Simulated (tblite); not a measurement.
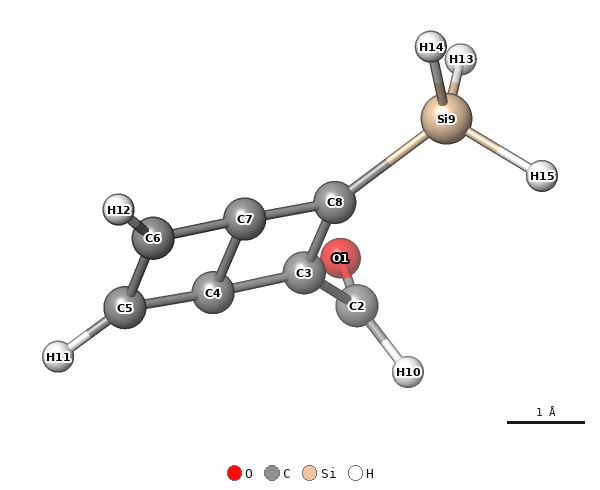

**Figure 1.** The structure as given in the input (ball-and-stick view, seen at a tilt; atoms are numbered from 1 in the order of the input). Bond lengths as drawn: C–C 1.37 to 1.47 Å, C–H 1.09 to 1.10 Å, C–O 1.24 Å, C–Si 1.85 Å and H–Si 1.45 to 1.47 Å.

## Geometry relaxation, with input and output: C7H6OSi (part 1 of 4)

C7H6OSi, SMILES O=Cc1c2ccc-2c1[SiH3], computed with GFN2-xTB geometry optimisation, gas phase (tblite 0.8.0).

It belongs to a series of runs on one base structure; here: ring closed by a new C-C bond.

## Input
```
{"job": {"kind": "relax", "xc": "GFN2-xTB", "basis": "xTB"}, "charge": 0, "multiplicity": 1}
O     -1.154300     2.837200    -0.701100
C     -0.828100     2.192100     0.312300
C     -0.032700     0.964900     0.150200
C      1.291200     0.630800     0.072600
C      2.589500     0.164900     0.008300
C      2.196800    -1.131100    -0.170400
C      0.858600    -0.754800    -0.102000
C     -0.452900    -0.347900    -0.020400
Si    -2.061700    -1.246100    -0.119900
H     -1.081600     2.477000     1.335800
H      3.546200     0.694400     0.056500
H      2.719900    -2.088100    -0.302000
H     -2.846900    -0.550900    -1.146900
H     -1.918500    -2.634600    -0.528200
H     -2.830100    -1.199800     1.133300
```

The first line tells a small driver script what to run in tblite; the rest is the geometry in Å.

Run on 1 CPU thread, shared host.

Run as:
```bash
OMP_NUM_THREADS=1 python <driver script> task.json out
```

## The program's output
```
step      E/eV     max force
  0    -641.51786    4.282
  1    -641.87014    4.241
  2    -642.03630    1.900
  3    -642.07474    0.858
  4    -642.09507    0.401
  5    -642.11255    0.256
  6    -642.11936    0.265
  7    -642.12265    0.170
  8    -642.12449    0.131
  9    -642.12629    0.137
 10    -642.12812    0.121
 11    -642.12932    0.096
 12    -642.13022    0.095
 13    -642.13104    0.100
 14    -642.13182    0.090
 15    -642.13239    0.055
 16    -642.13275    0.041
 17    -642.13301    0.050
 18    -642.13324    0.055
 19    -642.13340    0.031
 20    -642.13350    0.028
 21    -642.13359    0.025
 22    -642.13368    0.036
 23    -642.13378    0.033
 24    -642.13386    0.020
 25    -642.13392    0.026
 26    -642.13399    0.025
 27    -642.13407    0.030
 28    -642.13416    0.026
 29    -642.13424    0.023
 30    -642.13429    0.025
 31    -642.13434    0.016
 32    -642.13437    0.014
 33    -642.13440    0.017
 34    -642.13443    0.025
 35    -642.13448    0.025
 36    -642.13453    0.018
 37    -642.13459    0.022
 38    -642.13466    0.025
 39    -642.13477    0.040
 40    -642.13498    0.056
 41    -642.13543    0.092
 42    -642.13615    0.187
 43    -642.13780    0.262
 44    -642.14258    0.542
 45    -642.14524    0.281
 46    -642.15648    0.407
 47    -642.16485    0.644
 48    -642.17016    0.467
 49    -642.18753    1.097
 50    -642.20220    0.850
 51    -642.22834    1.018
 52    -642.21559    1.544
 53    -642.25435    1.268
 54    -642.26875    0.301
 55    -642.28250    0.385
 56    -642.28364    1.777
 57    -642.30741    0.331
 58    -642.31950    0.418
 59    -642.34522    1.142
 60    -642.36802    0.399
 61    -642.38656    0.603
 62    -642.40062    0.727
 63    -642.41239    0.475
 64    -642.42106    0.295
 65    -642.42848    0.417
 66    -642.43272    0.138
 67    -642.43513    0.128
 68    -642.43688    0.098
 69    -642.43852    0.102
 70    -642.44004    0.090
 71    -642.44202    0.117
 72    -642.44392    0.111
 73    -642.44512    0.118
 74    -642.44571    0.065
 75    -642.44611    0.063
 76    -642.44655    0.068
 77    -642.44726    0.068
 78    -642.44792    0.083
 79    -642.44861    0.068
 80    -642.44908    0.050
 81    -642.44941    0.049
 82    -642.44971    0.058
 83    -642.45009    0.064
 84    -642.45052    0.053
 85    -642.45091    0.041
 86    -642.45120    0.037
 87    -642.45144    0.038
 88    -642.45167    0.034
 89    -642.45187    0.025
 90    -642.45201    0.024
 91    -642.45212    0.033
 92    -642.45221    0.036
 93    -642.45231    0.040
 94    -642.45240    0.036
 95    -642.45248    0.026
 96    -642.45257    0.030
 97    -642.45268    0.033
 98    -642.45278    0.024
 99    -642.45287    0.025
100    -642.45295    0.024
101    -642.45305    0.039
102    -642.45323    0.052
103    -642.45351    0.054
104    -642.45385    0.051
105    -642.45409    0.032
106    -642.45421    0.034
107    -642.45426    0.032
108    -642.45431    0.026
109    -642.45437    0.019
110    -642.45443    0.018
111    -642.45445    0.011
112    -642.45446    0.007
```

## Trajectory as extended XYZ (Å, eV, eV/Å), 53 of the 113 frames kept, from step=0 to step=112
```
15
Properties=species:S:1:pos:R:3:forces:R:3 step=0 energy=-641.51786
O    -1.1543    2.8372   -0.7011    0.4040  -1.1350   2.7220
C    -0.8281    2.1921    0.3123   -0.0740   1.3030  -3.1460
C    -0.0327    0.9649    0.1502   -0.0930   3.3130   0.8220
C     1.2912    0.6308    0.0726    1.1860   3.3710   0.4690
C     2.5895    0.1649    0.0083    2.0930   3.3250   0.3160
C     2.1968   -1.1311   -0.1704   -0.5880  -3.3840  -0.4210
C     0.8586   -0.7548   -0.1020   -0.3340  -4.2260  -0.6070
C    -0.4529   -0.3479   -0.0204   -1.0000  -2.9060  -0.1900
Si   -2.0617   -1.2461   -0.1199   -1.0860  -0.0640  -0.2190
H    -1.0816    2.4770    1.3358   -0.2500   0.2040   0.1020
H     3.5462    0.6944    0.0565   -0.3260  -0.3090   0.0090
H     2.7199   -2.0881   -0.3020   -0.3450   0.5480   0.0770
H    -2.8469   -0.5509   -1.1469   -0.0040   0.0120   0.0290
H    -1.9185   -2.6346   -0.5282    0.2280  -0.1100   0.0220
H    -2.8301   -1.1998    1.1333    0.1880   0.0570   0.0150
15
Properties=species:S:1:pos:R:3:forces:R:3 step=2 energy=-642.03630
O    -1.1628    2.8439   -0.6863    0.0850  -0.4190   1.3460
C    -0.8184    2.2000    0.2924   -0.3950   1.3420  -1.2860
C    -0.0317    1.0012    0.1638    0.1590  -1.0010   0.0520
C     1.3106    0.6804    0.0800   -0.1990  -0.2450   0.0240
C     2.6076    0.2024    0.0108   -0.0630  -0.5220  -0.1370
C     2.1881   -1.1648   -0.1742    0.5060   0.6190   0.0970
C     0.8555   -0.8221   -0.1115   -0.0980   0.0070   0.0090
C    -0.4584   -0.3854   -0.0207    0.3740   0.2800   0.2020
Si   -2.0907   -1.2511   -0.1250   -0.6190  -0.1520  -0.1460
H    -1.0869    2.4809    1.3340   -0.1460   0.0920  -0.1780
H     3.5528    0.6954    0.0575    0.3400   0.1490   0.0430
H     2.7176   -2.0871   -0.3020    0.0270  -0.1890  -0.0390
H    -2.8481   -0.5499   -1.1473   -0.1640   0.1190  -0.1440
H    -1.9134   -2.6373   -0.5278    0.1480  -0.1290   0.0070
H    -2.8262   -1.1984    1.1344    0.0450   0.0510   0.1500
15
Properties=species:S:1:pos:R:3:forces:R:3 step=4 energy=-642.09507
O    -1.1696    2.8496   -0.6734   -0.2260   0.3180   0.0930
C    -0.8178    2.2156    0.2813    0.1370   0.0040  -0.0310
C    -0.0313    0.9860    0.1666   -0.0650   0.0840   0.0490
C     1.3098    0.6765    0.0811    0.0580  -0.1330   0.0280
C     2.6098    0.1961    0.0081    0.1880   0.1480  -0.0160
C     2.1991   -1.1557   -0.1726    0.1310  -0.0790  -0.0050
C     0.8560   -0.8275   -0.1118    0.1280  -0.1660   0.0230
C    -0.4546   -0.3854   -0.0158   -0.1380  -0.3260   0.0950
Si   -2.1060   -1.2545   -0.1289   -0.1590  -0.0140  -0.0830
H    -1.0909    2.4837    1.3283   -0.0760   0.0940  -0.1430
H     3.5604    0.6983    0.0586    0.0720  -0.0020   0.0190
H     2.7178   -2.0904   -0.3029    0.0060   0.0010  -0.0230
H    -2.8531   -0.5463   -1.1517   -0.1810   0.1160  -0.1540
H    -1.9091   -2.6410   -0.5276    0.1100  -0.0900   0.0090
H    -2.8250   -1.1969    1.1388    0.0140   0.0430   0.1390
15
Properties=species:S:1:pos:R:3:forces:R:3 step=6 energy=-642.11936
O    -1.1869    2.8729   -0.6620    0.0030   0.0880   0.0480
C    -0.8102    2.2238    0.2748   -0.1080  -0.0200   0.0020
C    -0.0330    0.9812    0.1697    0.0080  -0.0550  -0.1420
C     1.3107    0.6676    0.0836   -0.0310  -0.1960   0.0000
C     2.6209    0.2018    0.0059   -0.2200  -0.1480  -0.0030
C     2.2122   -1.1567   -0.1721   -0.0890   0.1670   0.0260
C     0.8614   -0.8406   -0.1097    0.1130   0.0870   0.1110
C    -0.4567   -0.4042   -0.0073    0.0890  -0.0140   0.0480
Si   -2.1249   -1.2575   -0.1362    0.0230   0.0140  -0.0280
H    -1.0972    2.4910    1.3169    0.0250   0.0320  -0.0130
H     3.5701    0.7004    0.0605    0.1020   0.0560   0.0110
H     2.7193   -2.0927   -0.3052    0.1330  -0.0810  -0.0500
H    -2.8671   -0.5375   -1.1632   -0.1070   0.0310  -0.0470
H    -1.9001   -2.6480   -0.5267    0.0360   0.0110   0.0190
H    -2.8231   -1.1933    1.1491    0.0250   0.0280   0.0170
15
Properties=species:S:1:pos:R:3:forces:R:3 step=9 energy=-642.12629
O    -1.1914    2.8871   -0.6551    0.0180   0.0170   0.0090
C    -0.8160    2.2232    0.2720   -0.0080  -0.0120  -0.0460
C    -0.0355    0.9781    0.1585   -0.0680   0.0430  -0.0470
C     1.3066    0.6561    0.0855    0.0470   0.0850   0.0270
C     2.6194    0.2003    0.0062    0.0370   0.0240   0.0080
C     2.2151   -1.1579   -0.1713    0.0120  -0.0590   0.0230
C     0.8657   -0.8420   -0.0991    0.0110  -0.1250   0.0550
C    -0.4533   -0.4122   -0.0016   -0.0870  -0.0150  -0.0200
Si   -2.1280   -1.2558   -0.1409    0.0070   0.0360  -0.0160
H    -1.0963    2.4948    1.3138    0.0380  -0.0430   0.0340
H     3.5740    0.7021    0.0614   -0.0840  -0.0250  -0.0060
H     2.7291   -2.0944   -0.3098    0.0490   0.0430  -0.0290
H    -2.8798   -0.5335   -1.1688   -0.0210  -0.0330   0.0450
H    -1.8944   -2.6483   -0.5247    0.0090   0.0390   0.0130
H    -2.8196   -1.1896    1.1521    0.0390   0.0240  -0.0480
15
Properties=species:S:1:pos:R:3:forces:R:3 step=11 energy=-642.12932
O    -1.1909    2.8957   -0.6523   -0.0230   0.0180  -0.0010
C    -0.8220    2.2208    0.2688    0.0840   0.0280  -0.0380
C    -0.0403    0.9766    0.1461    0.0100  -0.0070   0.0450
C     1.3051    0.6546    0.0885   -0.0010   0.0350   0.0320
C     2.6174    0.1988    0.0071    0.0030   0.0160  -0.0060
C     2.2165   -1.1617   -0.1687   -0.0050   0.0160   0.0480
C     0.8664   -0.8482   -0.0874   -0.0040  -0.0600   0.0040
C    -0.4536   -0.4144   -0.0005   -0.0410  -0.0180  -0.0490
Si   -2.1273   -1.2519   -0.1444   -0.0300  -0.0070  -0.0070
H    -1.0916    2.4927    1.3156    0.0330  -0.0830  -0.0190
H     3.5700    0.7018    0.0614   -0.0390  -0.0020  -0.0110
H     2.7399   -2.0924   -0.3151    0.0030   0.0450  -0.0120
H    -2.8884   -0.5345   -1.1677   -0.0110  -0.0230   0.0300
H    -1.8912   -2.6444   -0.5225    0.0060   0.0170  -0.0020
H    -2.8144   -1.1855    1.1490    0.0160   0.0260  -0.0150
15
Properties=species:S:1:pos:R:3:forces:R:3 step=13 energy=-642.13104
O    -1.1923    2.9025   -0.6505   -0.0030  -0.0010  -0.0040
C    -0.8200    2.2215    0.2646    0.0480   0.0090   0.0000
C    -0.0426    0.9745    0.1415    0.0480  -0.0250   0.0190
C     1.3042    0.6546    0.0925   -0.0700  -0.0650   0.0290
C     2.6155    0.1986    0.0074   -0.0250  -0.0110   0.0100
C     2.2176   -1.1625   -0.1640   -0.0320   0.0440   0.0270
C     0.8655   -0.8549   -0.0799    0.0020   0.0620  -0.0060
C    -0.4550   -0.4168   -0.0029    0.0280   0.0150  -0.0370
Si   -2.1295   -1.2504   -0.1471    0.0000  -0.0210   0.0050
H    -1.0865    2.4859    1.3149    0.0360  -0.0670  -0.0330
H     3.5660    0.7020    0.0606    0.0140   0.0270  -0.0150
H     2.7466   -2.0883   -0.3190   -0.0080   0.0220   0.0020
H    -2.8949   -0.5363   -1.1655   -0.0300   0.0020  -0.0080
H    -1.8886   -2.6413   -0.5213    0.0010  -0.0170  -0.0150
H    -2.8103   -1.1811    1.1467   -0.0110   0.0240   0.0270
15
Properties=species:S:1:pos:R:3:forces:R:3 step=15 energy=-642.13239
O    -1.1932    2.9068   -0.6493    0.0280  -0.0140  -0.0030
C    -0.8146    2.2224    0.2606   -0.0220  -0.0210   0.0090
C    -0.0428    0.9731    0.1397    0.0150   0.0020  -0.0350
C     1.3016    0.6515    0.0979   -0.0310  -0.0360   0.0280
C     2.6131    0.1990    0.0086    0.0150   0.0030   0.0340
C     2.2172   -1.1616   -0.1587   -0.0150   0.0100  -0.0170
C     0.8642   -0.8572   -0.0749    0.0150   0.0390  -0.0070
C    -0.4559   -0.4182   -0.0078    0.0060   0.0240  -0.0130
Si   -2.1310   -1.2504   -0.1487    0.0040  -0.0080   0.0040
H    -1.0800    2.4756    1.3126    0.0260  -0.0130   0.0030
H     3.5628    0.7037    0.0588    0.0200   0.0330  -0.0160
H     2.7506   -2.0828   -0.3217   -0.0110  -0.0070   0.0120
H    -2.9015   -0.5380   -1.1638   -0.0300   0.0050  -0.0180
H    -1.8868   -2.6401   -0.5216   -0.0040  -0.0350  -0.0170
H    -2.8079   -1.1760    1.1464   -0.0140   0.0180   0.0350
15
Properties=species:S:1:pos:R:3:forces:R:3 step=17 energy=-642.13301
O    -1.1918    2.9077   -0.6491    0.0160  -0.0020  -0.0020
C    -0.8132    2.2214    0.2592   -0.0170  -0.0140  -0.0030
C    -0.0426    0.9732    0.1371   -0.0090   0.0020  -0.0230
C     1.3000    0.6486    0.1018    0.0270   0.0370   0.0200
C     2.6126    0.1997    0.0112    0.0280   0.0130   0.0250
C     2.2165   -1.1609   -0.1574    0.0110  -0.0040  -0.0210
C     0.8639   -0.8562   -0.0732    0.0110  -0.0280  -0.0050
C    -0.4563   -0.4177   -0.0110   -0.0220  -0.0020  -0.0140
Si   -2.1314   -1.2507   -0.1491   -0.0190  -0.0040  -0.0040
H    -1.0756    2.4703    1.3120    0.0080   0.0110   0.0220
H     3.5622    0.7063    0.0571    0.0000   0.0200  -0.0080
H     2.7514   -2.0806   -0.3221   -0.0130  -0.0170   0.0110
H    -2.9059   -0.5387   -1.1638   -0.0130  -0.0110   0.0020
H    -1.8865   -2.6414   -0.5227   -0.0100  -0.0130  -0.0080
H    -2.8076   -1.1728    1.1481    0.0030   0.0110   0.0080
15
Properties=species:S:1:pos:R:3:forces:R:3 step=19 energy=-642.13340
O    -1.1900    2.9085   -0.6490   -0.0030   0.0070   0.0040
C    -0.8136    2.2199    0.2583    0.0070   0.0030   0.0000
C    -0.0429    0.9726    0.1336   -0.0050  -0.0150   0.0090
C     1.3004    0.6483    0.1059    0.0120   0.0280   0.0020
C     2.6133    0.2007    0.0146    0.0050   0.0030   0.0000
C     2.2169   -1.1602   -0.1578    0.0110   0.0030  -0.0020
C     0.8641   -0.8567   -0.0721    0.0120  -0.0120   0.0000
C    -0.4570   -0.4175   -0.0142    0.0000  -0.0190  -0.0220
Si   -2.1331   -1.2514   -0.1498   -0.0080  -0.0040  -0.0050
H    -1.0720    2.4674    1.3129   -0.0020   0.0150   0.0050
H     3.5622    0.7097    0.0554   -0.0090   0.0070   0.0030
H     2.7513   -2.0805   -0.3217   -0.0100  -0.0130   0.0060
H    -2.9101   -0.5399   -1.1638   -0.0050  -0.0180   0.0100
H    -1.8869   -2.6431   -0.5240   -0.0170   0.0110   0.0030
H    -2.8070   -1.1698    1.1498    0.0140   0.0040  -0.0130
15
Properties=species:S:1:pos:R:3:forces:R:3 step=22 energy=-642.13368
O    -1.1891    2.9097   -0.6481    0.0010  -0.0040   0.0070
C    -0.8130    2.2193    0.2580    0.0010   0.0010   0.0100
C    -0.0438    0.9705    0.1325    0.0000   0.0000   0.0070
C     1.3011    0.6500    0.1088   -0.0210  -0.0290  -0.0060
C     2.6139    0.2016    0.0166   -0.0110   0.0010  -0.0110
C     2.2184   -1.1594   -0.1581   -0.0010   0.0000   0.0100
C     0.8656   -0.8573   -0.0714    0.0030   0.0190  -0.0050
C    -0.4567   -0.4195   -0.0190    0.0170   0.0030  -0.0070
Si   -2.1346   -1.2523   -0.1508    0.0220   0.0060  -0.0040
H    -1.0696    2.4674    1.3135    0.0040   0.0100  -0.0080
H     3.5615    0.7129    0.0548    0.0000   0.0020   0.0070
H     2.7501   -2.0818   -0.3207    0.0020   0.0010   0.0030
H    -2.9141   -0.5428   -1.1629   -0.0130  -0.0070  -0.0030
H    -1.8895   -2.6433   -0.5245   -0.0160  -0.0060   0.0010
H    -2.8049   -1.1671    1.1497    0.0110   0.0030  -0.0020
```
